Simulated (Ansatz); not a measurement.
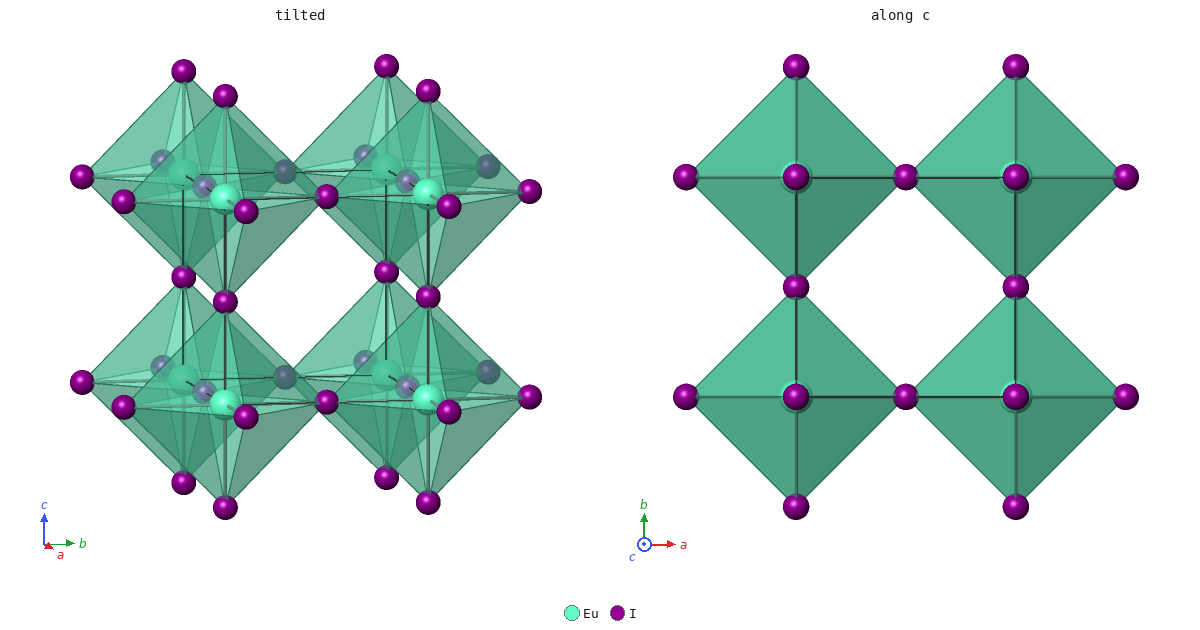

Drawn in the polyhedral manner and seen slightly off an axis and along the c axis. The lines enclose the conventional unit cell; boundary atoms appear with their images. Some neighbours outside the box are added.

EuI₃, ReO₃ type, space group Pm-3m (No. 221), a = 6.247 Å, b = 6.247 Å, c = 6.247 Å, α = 90.00°, β = 90.00°, γ = 90.00°. Starting structure: a structure type filled with these elements by a generator (whether the compound takes this form wasn't checked). Earlier steps of the study, as a rule a relaxation of our own, may have changed the cell and positions, so they can lie some per cent off the listed ones. An electronic-structure calculation with Ansatz was run on it.

This one geometry was computed with Ansatz (DFT, plane waves, PAW) at three levels of theory: PBEsol, PBE and LDA.

> Which level gives the highest pressure at this volume, and what does that say about its equilibrium volume?

Highest: PBE (0.0 GPa), which points to the largest equilibrium volume. Lowest, with the smallest volume: LDA (-1.7 GPa). Levels within 0.5 GPa of each other can't be told apart.

> How does the band gap change with the level of theory?

All levels give a metal.

> Collect the results in a table.

| level | cutoff (eV) | k-mesh of the run's cell | gap (eV) | pressure (GPa) | absolute moment (μB/atom) |
| --- | --- | --- | --- | --- | --- |
| PBEsol | 420 | 6×6×6 | metal | -0.9 | 1.81 |
| PBE | 420 | 6×6×6 | metal | 0.0 | 1.81 |
| LDA | 420 | 6×6×6 | metal | -1.7 | 1.80 |

Gaps are taken on the k-mesh or band path of each run.
